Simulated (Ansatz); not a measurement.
**PH₂+ (singlet): one geometry, many settings at a displaced geometry (v2)**

Aim: run PH₂+ (singlet) at one geometry under a spread of methods and options, and see what each costs and gives.

Computed with Ansatz 0.2.0, Gaussian basis. Level: the settings change from run to run.

13 further runs of the same task are left out: 4 that didn't finish, 9 set aside as unsound or not needed.

**1. The system**

The geometry is a PBE0/def2-TZVP stationary point (not a proven minimum) with its atoms shifted at random (size 0.100 Å).

3 atoms, charge 1, spin multiplicity 1.

Atoms are counted from 1 here; the program's logs count them from 0.

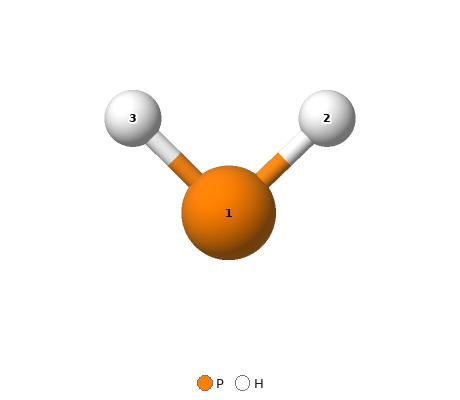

The geometry (phosphorus orange, hydrogen white); atoms are numbered from 1 in the order of the file.

**2. MP2 on UHF/6-31G**

The input, in.yaml:

```yaml
crystal:
  periodic: [false, false, false]
  atoms:
    - {symbol: P, position_ang: [0.007734, -0.060346, -0.000459]}
    - {symbol: H, position_ang: [-0.157140, 0.943423, -1.014421]}
    - {symbol: H, position_ang: [-0.080520, 0.910997, 1.028513]}
basis:
  gaussian: {orbitals: 6-31G}
total_charge: 1
magnetization: {spin_polarized: true, initial_magnetization: 0}
correlation: {method: mp2, electrons: outside_noble_gas}
output: {forces: true}
```

Run with:

```console
$ ansatz run in.yaml --threads 1 --pin off --events-out ev --progress --plain --max-ram 2393MiB
```

The program printed:

```text
Functional definition: HF
  name "HF"
  cite "Fock, Z. Phys. 61, 126 (1930) doi:10.1007/BF01340294"
  parent pbe
  exchange = exact_x
  correlation = 0
204 factors; integrals over basis functions are off by at most 2.5e-4 eV
mean field evaluation 1: about -9291.5106 eV, gradient 4.0e0 eV
mean field evaluation 2: about -9291.5106 eV, gradient 3.9e0 eV
mean field evaluation 4: about -9291.6441 eV, gradient 1.4e-1 eV
mean field evaluation 8: about -9291.6444 eV, gradient 9.2e-6 eV
mean field evaluation 16: about -9291.7300 eV, gradient 1.9e-5 eV
mean field -9291.72999223 eV, -341.4647790536 hartree, gradient 2.0e-6 eV, S^2 0.362202; 4 other end points of the search recorded, 0 dependent functions left out
5 core orbitals not correlated: weight in the atoms' cores, before any rotation towards them, 1.000 or more for the frozen orbitals, at most 0.000 for the correlated occupied ones
reference -9291.72999223 eV, -341.4647790536 hartree; 3, 3 occupied and 9, 9 virtual orbitals, 204 factors
second order -1.13573896 eV of doubles, -0.00000000 eV of singles
the calculation of the forces begins
mean field evaluation 32: about -9291.7285 eV, gradient 3.1e-2 eV
Total energy: -9292.86573119 eV, -341.5065166906 hartree
Atom 0 at     0.007734    -0.060346    -0.000459 Å, force     0.006459    -0.131543    -0.294232 eV/Å
Atom 1 at    -0.157140     0.943423    -1.014421 Å, force    -0.006634    -0.066832    -0.429051 eV/Å
Atom 2 at    -0.080520     0.910997     1.028513 Å, force     0.000175     0.198375     0.723283 eV/Å
Dipole moment:    -0.033681     0.263766     0.005462 e Å
```

It took 0.12 s on 1 thread of Intel Xeon 6975P-C, shared host.

From the report: ⟨S²⟩ of the determinant 0.362 (pure singlet: 0.00).

**3. BCCD(T) on UHF/cc-pVDZ**

in.yaml: that of step 2 with these lines changed.

```diff
@@ -7,6 +7,6 @@
 basis:
-  gaussian: {orbitals: 6-31G}
+  gaussian: {orbitals: cc-pVDZ}
 total_charge: 1
 magnetization: {spin_polarized: true, initial_magnetization: 0}
-correlation: {method: mp2, electrons: outside_noble_gas}
+correlation: {method: bccd_t, electrons: outside_noble_gas}
 output: {forces: true}
```

The command is unchanged.

The program printed, shortened:

```text
Functional definition: HF
  name "HF"
  cite "Fock, Z. Phys. 61, 126 (1930) doi:10.1007/BF01340294"
  parent pbe
[...]
280 factors; integrals over basis functions are off by at most 1.4e-3 eV
[...]
mean field -9293.59474190 eV, -341.5333073400 hartree, gradient 2.2e-6 eV, S^2 0.390184; 4 other end points of the search recorded, 0 dependent functions left out
determinant -9293.59474190 eV, -341.5333073400 hartree, with singles and doubles -9296.90278847 eV, -341.6548758092 hartree
determinant -9292.05043039 eV, -341.4765549390 hartree, with singles and doubles -9295.22588613 eV, -341.5932507848 hartree
5 core orbitals not correlated: weight in the atoms' cores, before any rotation towards them, 1.000 or more for the frozen orbitals, at most 0.000 for the correlated occupied ones
reference -9293.59474190 eV, -341.5333073400 hartree; 3, 3 occupied and 20, 20 virtual orbitals, 280 factors
second order -2.39178242 eV of doubles, -0.00000000 eV of singles
cycle   1  -3.39715199 eV  change   -8.9e-2 eV  update   3.4e-2
[...]
cycle  14  -3.32900458 eV  change    1.4e-6 eV  update   5.6e-7
perturbative correction -0.06882276 eV, -0.0025291897 hartree
[...]
Total energy: -9296.99256924 eV, -341.6581751917 hartree
Atom 0 at     0.007734    -0.060346    -0.000459 Å, force     0.012680    -0.180342    -0.295491 eV/Å
Atom 1 at    -0.157140     0.943423    -1.014421 Å, force     0.004020    -0.048664    -0.062890 eV/Å
Atom 2 at    -0.080520     0.910997     1.028513 Å, force    -0.016700     0.229006     0.358381 eV/Å
Dipole moment:    -0.023776     0.185940     0.002945 e Å
```

Wall time 0.78 s (1 thread of Intel Xeon 6975P-C, shared host).

From the report: ⟨S²⟩ of the determinant 0.390 (pure singlet: 0.00); correlation -3.3978 eV; largest double amplitude 0.10.

**4. CCSDT on RHF/cc-pVDZ**

The input, in.yaml:

```yaml
crystal:
  periodic: [false, false, false]
  atoms:
    - {symbol: P, position_ang: [0.007734, -0.060346, -0.000459]}
    - {symbol: H, position_ang: [-0.157140, 0.943423, -1.014421]}
    - {symbol: H, position_ang: [-0.080520, 0.910997, 1.028513]}
basis:
  gaussian: {orbitals: cc-pVDZ, fitting: {mean_field: def2-universal-jkfit}}
total_charge: 1
magnetization: {spin_polarized: false}
correlation: {method: ccsdt, electrons: all, diis_vectors: 12}
```

The command is unchanged.

The program printed, shortened:

```text
Functional definition: HF
  name "HF"
  cite "Fock, Z. Phys. 61, 126 (1930) doi:10.1007/BF01340294"
  parent pbe
[...]
164 factors; integrals over basis functions are off by at most 4.3e-1 eV
[...]
mean field -9293.48820969 eV, -341.5293923534 hartree, gradient 2.0e-6 eV, S^2 0.000000; 0 other end points of the search recorded, 0 dependent functions left out; unrestricted orbitals would lower it
reference -9293.48820969 eV, -341.5293923534 hartree; 8, 8 occupied and 20, 20 virtual orbitals, 164 factors
second order -2.82864436 eV of doubles, -0.00000000 eV of singles
cycle   1  -3.36455444 eV  change   -5.4e-1 eV  update   6.2e-2
[...]
cycle  13  -3.70751694 eV  change   -7.9e-7 eV  update   3.5e-7
Total energy: -9297.19572663 eV, -341.6656410879 hartree
```

Wall time 1.1 s (1 thread of Intel Xeon 6975P-C, shared host).

From the report: correlation -3.7075 eV; T1 0.008; largest double amplitude 0.11.

**5. CISDT/cc-pVDZ**

in.yaml: that of step 4 with these lines changed.

```diff
@@ -9,3 +9,2 @@
 total_charge: 1
-magnetization: {spin_polarized: false}
-correlation: {method: ccsdt, electrons: all, diis_vectors: 12}
+correlation: {active_space: {ras: {orbitals: [3, 0, 20], electrons: 6, max_holes: 3, max_particles: 3}, fixed_orbitals: true}}
```

Same command.

The program printed:

```text
Functional definition: HF
  name "HF"
  cite "Fock, Z. Phys. 61, 126 (1930) doi:10.1007/BF01340294"
  parent pbe
  exchange = exact_x
  correlation = 0
164 factors; integrals over basis functions are off by at most 4.3e-1 eV
mean field evaluation 1: about -9293.2736 eV, gradient 6.7e0 eV
mean field evaluation 2: about -9293.4684 eV, gradient 1.8e0 eV
mean field evaluation 4: about -9293.4877 eV, gradient 2.7e-1 eV
mean field evaluation 8: about -9293.4882 eV, gradient 2.0e-6 eV
mean field -9293.48820968 eV, -341.5293923531 hartree, gradient 2.0e-6 eV, S^2 0.000000; 0 other end points of the search recorded, 0 dependent functions left out
reference -9293.48820968 eV, -341.5293923531 hartree; 8, 8 occupied and 20, 20 virtual orbitals, 164 factors
state -9296.86211030 eV, -341.6533809142 hartree
Total energy: -9296.86211030 eV, -341.6533809142 hartree
```

Run time: 0.27 s. Hardware: 1 thread of Intel Xeon 6975P-C, shared host.

From the report: 39,741 determinants.

**6. CASSCF(2,2)/STO-3G**

The input, in.yaml:

```yaml
crystal:
  periodic: [false, false, false]
  atoms:
    - {symbol: P, position_ang: [0.007734, -0.060346, -0.000459]}
    - {symbol: H, position_ang: [-0.157140, 0.943423, -1.014421]}
    - {symbol: H, position_ang: [-0.080520, 0.910997, 1.028513]}
basis:
  gaussian: {orbitals: STO-3G, fitting: {mean_field: def2-universal-jkfit}}
total_charge: 1
correlation: {active_space: {window: {electrons: 2, orbitals: 2}, states: [{multiplicity: 1, weights: [1, 1, 0.5]}, {multiplicity: 3, weights: [1]}], root: 1}}
```

Same command.

The program printed:

```text
Functional definition: HF
  name "HF"
  cite "Fock, Z. Phys. 61, 126 (1930) doi:10.1007/BF01340294"
  parent pbe
  exchange = exact_x
  correlation = 0
164 factors; integrals over basis functions are off by at most 8.1e-3 eV
mean field evaluation 1: about -9191.2986 eV, gradient 3.3e0 eV
mean field evaluation 2: about -9191.3556 eV, gradient 5.9e-1 eV
mean field evaluation 4: about -9191.3579 eV, gradient 1.6e-4 eV
mean field -9191.35791276 eV, -337.7761731677 hartree, gradient 4.3e-7 eV, S^2 0.000000; 0 other end points of the search recorded, 0 dependent functions left out
reference -9191.35791276 eV, -337.7761731677 hartree; 8, 8 occupied and 3, 3 virtual orbitals, 164 factors
state -9191.52224335 eV, -337.7822122055 hartree
state -9188.34150494 eV, -337.6653222249 hartree
state -9183.88414928 eV, -337.5015174259 hartree
state -9190.63325702 eV, -337.7495425606 hartree
Total energy: -9188.34150494 eV, -337.6653222249 hartree
```

Wall time 0.06 s (1 thread of Intel Xeon 6975P-C, shared host).

From the report: 4 determinants; active occupations (of the averaged states) 1.14, 0.86.

**7. BCCD(T) on UHF/def2-SVP**

The input, in.yaml:

```yaml
crystal:
  periodic: [false, false, false]
  atoms:
    - {symbol: P, position_ang: [0.007734, -0.060346, -0.000459]}
    - {symbol: H, position_ang: [-0.157140, 0.943423, -1.014421]}
    - {symbol: H, position_ang: [-0.080520, 0.910997, 1.028513]}
basis:
  gaussian: {orbitals: def2-SVP}
total_charge: 1
magnetization: {spin_polarized: true, initial_magnetization: 0}
correlation: {method: bccd_t, electrons: outside_noble_gas}
accuracy: high
output: {forces: true}
```

Same command.

The program printed, shortened:

```text
Functional definition: HF
  name "HF"
  cite "Fock, Z. Phys. 61, 126 (1930) doi:10.1007/BF01340294"
  parent pbe
[...]
495 factors; integrals over basis functions are off by at most 3.5e-9 eV
[...]
mean field -9290.61834933 eV, -341.4239269306 hartree, gradient 2.6e-8 eV, S^2 0.388178; 4 other end points of the search recorded, 0 dependent functions left out
determinant -9290.61834933 eV, -341.4239269306 hartree, with singles and doubles -9293.91610572 eV, -341.5451172427 hartree
determinant -9289.08468759 eV, -341.3675659011 hartree, with singles and doubles -9292.26010661 eV, -341.4842603977 hartree
5 core orbitals not correlated: weight in the atoms' cores, before any rotation towards them, 1.000 or more for the frozen orbitals, at most 0.000 for the correlated occupied ones
reference -9290.61834933 eV, -341.4239269306 hartree; 3, 3 occupied and 20, 20 virtual orbitals, 495 factors
second order -2.39890147 eV of doubles, -0.00000000 eV of singles
cycle   1  -3.38446893 eV  change   -8.7e-2 eV  update   3.3e-2
[...]
cycle  27  -3.31875974 eV  change  -2.4e-10 eV  update  4.2e-10
perturbative correction -0.06991468 eV, -0.0025693171 hartree
[...]
Total energy: -9294.00702375 eV, -341.5484584186 hartree
Atom 0 at     0.007734    -0.060346    -0.000459 Å, force    -0.022895     0.099647    -0.284698 eV/Å
Atom 1 at    -0.157140     0.943423    -1.014421 Å, force     0.026262    -0.186583     0.064847 eV/Å
Atom 2 at    -0.080520     0.910997     1.028513 Å, force    -0.003368     0.086936     0.219851 eV/Å
Dipole moment:    -0.025191     0.197042     0.003246 e Å
```

It took 1.1 s on 1 thread of Intel Xeon 6975P-C, shared host.

From the report: ⟨S²⟩ of the determinant 0.388 (pure singlet: 0.00); correlation -3.3887 eV; largest double amplitude 0.10.

**8. CASCI(4,2)/cc-pVDZ**

The input, in.yaml:

```yaml
crystal:
  periodic: [false, false, false]
  atoms:
    - {symbol: P, position_ang: [0.007734, -0.060346, -0.000459]}
    - {symbol: H, position_ang: [-0.157140, 0.943423, -1.014421]}
    - {symbol: H, position_ang: [-0.080520, 0.910997, 1.028513]}
basis:
  gaussian: {orbitals: cc-pVDZ}
total_charge: 1
correlation: {active_space: {window: {electrons: 4, orbitals: 2}, fixed_orbitals: true}}
scf: {lower_state_search: full}
```

The command is unchanged.

The program printed:

```text
Functional definition: HF
  name "HF"
  cite "Fock, Z. Phys. 61, 126 (1930) doi:10.1007/BF01340294"
  parent pbe
  exchange = exact_x
  correlation = 0
280 factors; integrals over basis functions are off by at most 1.4e-3 eV
mean field evaluation 1: about -9293.2718 eV, gradient 6.7e0 eV
mean field evaluation 2: about -9293.2728 eV, gradient 6.7e0 eV
mean field evaluation 4: about -9293.4873 eV, gradient 2.7e-1 eV
mean field evaluation 8: about -9293.4876 eV, gradient 3.7e-5 eV
mean field -9293.48762513 eV, -341.5293708713 hartree, gradient 7.9e-7 eV, S^2 0.000000; 0 other end points of the search recorded, 0 dependent functions left out
reference -9293.48762513 eV, -341.5293708713 hartree; 8, 8 occupied and 20, 20 virtual orbitals, 280 factors
state -9293.48762513 eV, -341.5293708713 hartree
Total energy: -9293.48762513 eV, -341.5293708713 hartree
```

Run time: 0.09 s. Hardware: 1 thread of Intel Xeon 6975P-C, shared host.

From the report: 1 determinant; active occupations 2.00, 2.00. With so small a space the active step adds no correlation: the energy is the mean field's.

**9. MRCISD+Q(relaxed)(2,7)/cc-pVDZ**

in.yaml: that of step 8 with these lines changed.

```diff
@@ -9,3 +9,2 @@
 total_charge: 1
-correlation: {active_space: {window: {electrons: 4, orbitals: 2}, fixed_orbitals: true}}
-scf: {lower_state_search: full}
+correlation: {method: fic_mrcisd_q_relaxed, electrons: outside_noble_gas, active_space: {window: {electrons: 2, orbitals: 7}, states: [{multiplicity: 1, weights: [1, 0.5, 1]}]}}
```

The command is unchanged.

The program printed, shortened:

```text
Functional definition: HF
  name "HF"
  cite "Fock, Z. Phys. 61, 126 (1930) doi:10.1007/BF01340294"
  parent pbe
[...]
509 factors; integrals over basis functions are off by at most 2.2e-7 eV
[...]
mean field -9293.48763410 eV, -341.5293712009 hartree, gradient 9.9e-7 eV, S^2 0.000000; 0 other end points of the search recorded, 0 dependent functions left out; unrestricted orbitals would lower it
reference -9293.48763410 eV, -341.5293712009 hartree; 8, 8 occupied and 20, 20 virtual orbitals, 509 factors
state -9294.12955061 eV, -341.5529611975 hartree
state -9291.16601000 eV, -341.4440530888 hartree
state -9287.60852485 eV, -341.3133179210 hartree
contracted CI cycle   1: correlation 0.00000000 eV, 0.0000000000 hartree, residual 1.24e1 eV
contracted CI cycle   2: correlation -2.60930307 eV, -0.0958901191 hartree, residual 2.49e0 eV
[...]
contracted CI cycle  22: correlation -3.13299451 eV, -0.1151354246 hartree, residual 8.90e-4 eV
contracted CI cycle  23: correlation -3.13299452 eV, -0.1151354248 hartree, residual 4.67e-4 eV
contracted CI cycle  24: correlation -3.13299452 eV, -0.1151354248 hartree, residual 5.44e-4 eV
contracted CI cycle  25: correlation -3.13299452 eV, -0.1151354250 hartree, residual 6.69e-4 eV
contracted CI cycle  26: correlation -3.13299452 eV, -0.1151354252 hartree, residual 1.98e-4 eV
contracted CI cycle  27: correlation -3.13299452 eV, -0.1151354252 hartree, residual 1.22e-4 eV
contracted CI cycle  28: correlation -3.13299452 eV, -0.1151354252 hartree, residual 1.23e-4 eV
contracted CI cycle  29: correlation -3.13299452 eV, -0.1151354252 hartree, residual 1.23e-4 eV
contracted CI cycle  30: correlation -3.13299453 eV, -0.1151354252 hartree, residual 4.47e-5 eV
state -9287.60852485 eV, -341.3133179210 hartree; corrected -9291.05861809 eV, -341.4401065090 hartree
Total energy: -9294.12764038 eV, -341.5528909978 hartree
```

Wall time 2.1 s (1 thread of Intel Xeon 6975P-C, shared host).

From the report: 25 determinants; active occupations (of the averaged states) 0.99, 0.97, 0.02, 0.01, 0.01, 0.00, 0.00.

**10. BCCD(T) on UHF/cc-pVTZ**

The input, in.yaml:

```yaml
crystal:
  periodic: [false, false, false]
  atoms:
    - {symbol: P, position_ang: [0.007734, -0.060346, -0.000459]}
    - {symbol: H, position_ang: [-0.157140, 0.943423, -1.014421]}
    - {symbol: H, position_ang: [-0.080520, 0.910997, 1.028513]}
basis:
  gaussian: {orbitals: cc-pVTZ}
total_charge: 1
magnetization: {spin_polarized: true, initial_magnetization: 0}
correlation: {method: bccd_t, electrons: valence}
accuracy: high
```

The command is unchanged.

The program printed, shortened:

```text
Functional definition: HF
  name "HF"
  cite "Fock, Z. Phys. 61, 126 (1930) doi:10.1007/BF01340294"
  parent pbe
[...]
952 factors; integrals over basis functions are off by at most 3.9e-9 eV
[...]
mean field -9294.01285397 eV, -341.5486726751 hartree, gradient 2.1e-8 eV, S^2 0.423767; 4 other end points of the search recorded, 0 dependent functions left out
determinant -9294.01285397 eV, -341.5486726751 hartree, with singles and doubles -9298.02208242 eV, -341.6960091032 hartree
determinant -9292.46974674 eV, -341.4919645303 hartree, with singles and doubles -9296.28119198 eV, -341.6320325596 hartree
5 core orbitals not correlated: weight in the atoms' cores, before any rotation towards them, 1.000 or more for the frozen orbitals, at most 0.000 for the correlated occupied ones
reference -9294.01285397 eV, -341.5486726751 hartree; 3, 3 occupied and 54, 54 virtual orbitals, 952 factors
second order -2.99139448 eV of doubles, -0.00000000 eV of singles
cycle   1  -4.01779259 eV  change   -3.1e-1 eV  update   4.3e-2
[...]
cycle  29  -3.96158305 eV  change   7.2e-10 eV  update  6.8e-10
perturbative correction -0.11713335 eV, -0.0043045714 hartree
Total energy: -9298.09157037 eV, -341.6985627383 hartree
```

It took 4.6 s on 1 thread of Intel Xeon 6975P-C, shared host; peak memory 0.41 GiB.

From the report: ⟨S²⟩ of the determinant 0.424 (pure singlet: 0.00); correlation -4.0787 eV; largest double amplitude 0.10.

**11. All runs side by side**

Where basis and cores are those of an earlier FCI/cc-pVDZ run (-9297.0132 eV), and the state is the same kind, the miss against it is given.

```
                                                  level         correlated  functions  energy (eV)  from FCI (meV)    time
                                       MP2 on UHF/6-31G  outside noble gas         17   -9292.8657                  0.12 s
                                 BCCD(T) on UHF/cc-pVDZ  outside noble gas         28   -9296.9926            20.7  0.78 s
                                   CCSDT on RHF/cc-pVDZ                all         28   -9297.1957                   1.1 s
                                          CISDT/cc-pVDZ  outside noble gas         28   -9296.8621           151.1  0.27 s
      CASSCF(2,2)/STO-3G (excited root 1 of an average)                            11   -9188.3415                  0.06 s
                                BCCD(T) on UHF/def2-SVP  outside noble gas         28   -9294.0070                   1.1 s
                                     CASCI(4,2)/cc-pVDZ                            28   -9293.4876          3525.6  0.09 s
MRCISD+Q(relaxed)(2,7)/cc-pVDZ (mean of several states)  outside noble gas         28   -9294.1276                   2.1 s
                                 BCCD(T) on UHF/cc-pVTZ            valence         62   -9298.0916                   4.6 s
```

**12. What came out**

| quantity | value |
| --- | --- |
| runs | 9 |
| quickest | CASSCF(2,2)/STO-3G (excited root 1 of an average), 0.06 s |
| slowest | BCCD(T) on UHF/cc-pVTZ, 4.6 s |

In words: Total energies in different bases, with other cores or another treatment of relativity can't be set against each other. BCCD(T) on UHF/cc-pVTZ took 77 times as long as CASSCF(2,2)/STO-3G (excited root 1 of an average); the jobs differ in more than the method. Among the correlated runs with a miss given, it spans +21 to +151 meV. Hartree-Fock, CASSCF and CASCI lack dynamic correlation by design.
